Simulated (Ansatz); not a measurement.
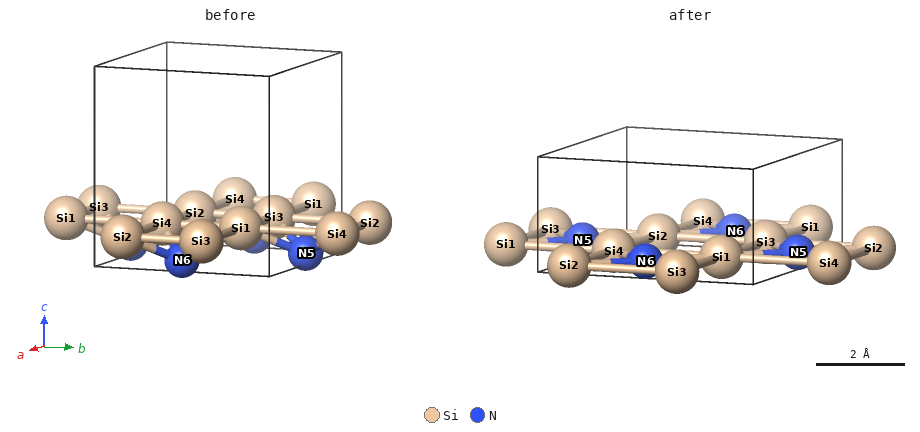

The structure of solid Si$_{2}$N (a generated structure, set up in P4mm) (coarse preliminary run) before (left) and after (right) a relaxation, at one scale.

The picture is a ball-and-stick view of the cell of the calculation, seen slightly off an axis.

Computed with DFT PBE, scalar-relativistic, plane waves, PAW in Ansatz 0.2.0. Set-up: plane-wave cutoff 420 eV; k-point mesh 4 × 4 × 4; occupations gaussian; smearing width 0.1 eV; no spin polarisation; cell and atoms relaxed; force threshold 0.04 eV/Å; at most 70 steps.

Describe what moved and what it gained.

The largest moves relative to the cell, 0.25 Å, are those of N5 and N6. N5 goes along +c. By element the largest moves are N 0.25 Å, Si 0.22 Å. Cell: a = b 4.325 → 5.325 Å (+23.1 %), c 4.620 → 2.661 Å (−42.4 %). Volume −12.7 %. Among the contacts that change: Si1–Si1 4.620 → 2.661 Å, Si1–Si2 2.755 → 3.765 Å, Si1–Si3 1.948 → 2.662 Å, Si1–Si2 (another image) 3.074 → 3.765 Å. Bond angles that change, for instance: N5–Si1–N6 133.4° → 180.0°, Si1–N6–Si2 134.7° → 180.0°, Si1–N6–Si4 71.6° → 90.0°. The space group (tolerance 0.01 Å) goes from P4mm (No. 99) to P4/mmm (No. 123). The energy falls by 1878 meV per atom in 18 accepted moves (22 points after the start). Largest force component: 9.2 eV/Å at the start, 0.00016 eV/Å at the end. Pressure: 73.22 GPa at the start and −0.01 GPa at the end. The line search rejected the trial step at point 16 of the run. The SCF was repeated 3 times at an unchanged geometry on a basis and grid sized afresh for the cell, which shifted the energy by 38.5 meV per atom at most.
